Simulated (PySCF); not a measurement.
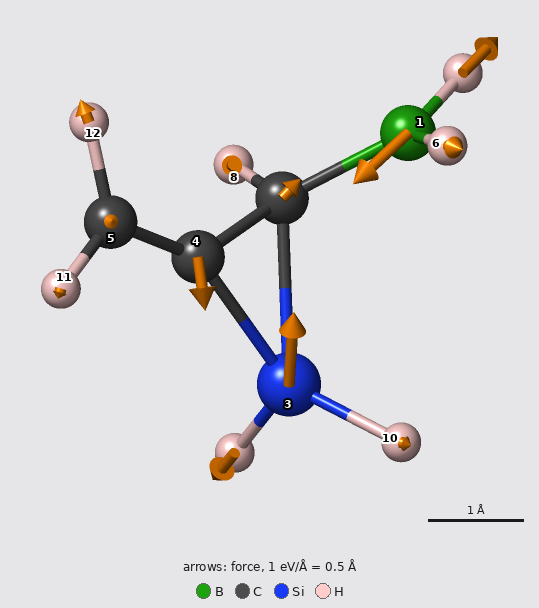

Starting geometry of C3H7BSi with the computed forces as orange arrows. A ball-and-stick model, seen at a tilt.

The start comes from GFN2-xTB. Its atoms were then displaced at random by about 0.01 Å.

These are results of PBE0-D3(BJ)/def2-SVP geometry optimisation, gas phase in PySCF, not measurements. 

Q: What follows when this structure is relaxed?

A: It isn't relaxed: the largest force vector, on the Si atom, is 1.84 eV/Å. The final displacements have little in common with the starting forces (cosine between the two patterns 0.11). After 10 geometry steps the energy has fallen by 0.265 eV. The largest move after the best rigid fit is that of an H atom, 0.47 Å. Largest moves by element: H 0.47 Å, Si 0.30 Å, C 0.28 Å, B 0.24 Å. Some distances before and after: B–Si 2.935 → 2.470 Å, H–Si 1.427 → 1.483 Å, B–H 1.154 → 1.209 Å, B–C 1.536 → 1.509 Å. Bond angles that change, for instance: B–C–Si 113.2° → 89.2°, C–Si–H 118.5° → 123.2°, B–C–H 116.9° → 119.4°.
